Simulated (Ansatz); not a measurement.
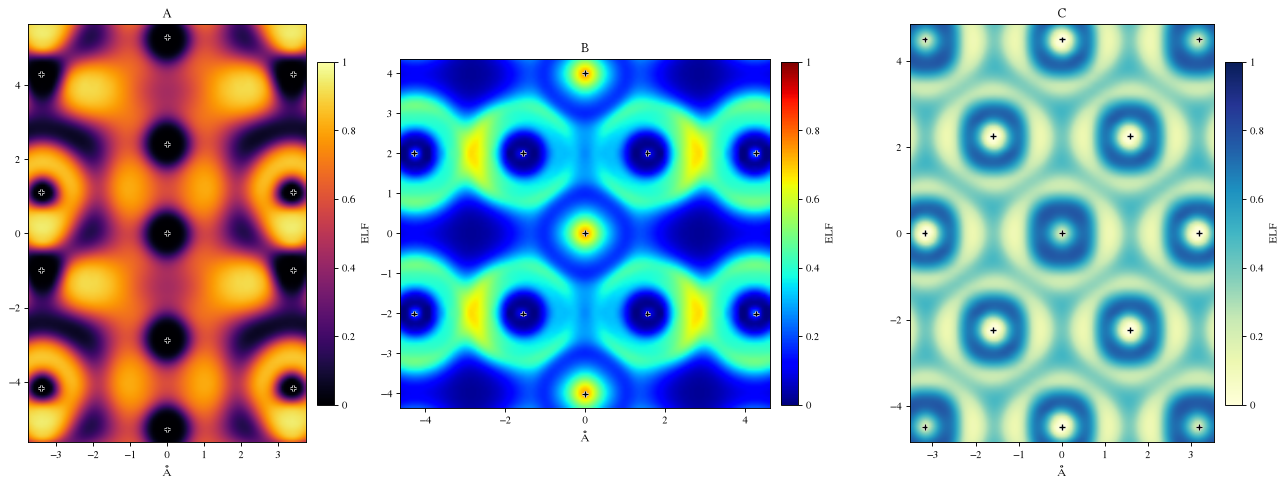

The ELF of 3 systems, each on a plane through atoms (crosses mark nuclei in the plane).

These are results of DFT r2SCAN, scalar-relativistic, plane waves, PAW (Ansatz 0.2.0), not measurements.

System 1: Be$_{7}$S, the (010) plane of the conventional cell. Space group Amm2; a generated structure, not necessarily the stable one.

System 2: NiGe$_{3}$, the (110) plane of the conventional cell. Space group P4/mmm; a generated structure, not necessarily the stable one; computed pressure about −4 GPa in this cell; computed without spin polarisation.

```
Ni Ge
1.0
     2.83564    0.00000    0.00000
     0.00000    2.83564    0.00000
     0.00000    0.00000    8.54235
Ni Ge
1 3
Direct
  0.00000 0.00000 0.50000
  0.50000 0.50000 0.31759
  0.50000 0.50000 0.68241
  0.50000 0.50000 0.00000
```

System 3: MoW$_{7}$, the (11̄0) plane of the conventional cell. Space group Im-3m; a generated structure, not necessarily the stable one; computed pressure about −4 GPa in this cell; computed without spin polarisation.

Which map belongs to which system?

Answer. Panel A is system 1, Be$_{7}$S: the plane holds Be and S. Be–S (2.09 Å): the ELF peaks at about 0.95 between the atoms. Panel B is system 2, NiGe$_{3}$: the plane holds Ni and Ge. Ni–Ge (2.54 Å): the ELF is about 0.40 at the midpoint. Panel C is system 3, MoW$_{7}$: the plane holds Mo and W. Mo–W (2.75 Å): the ELF is about 0.35 at the midpoint.
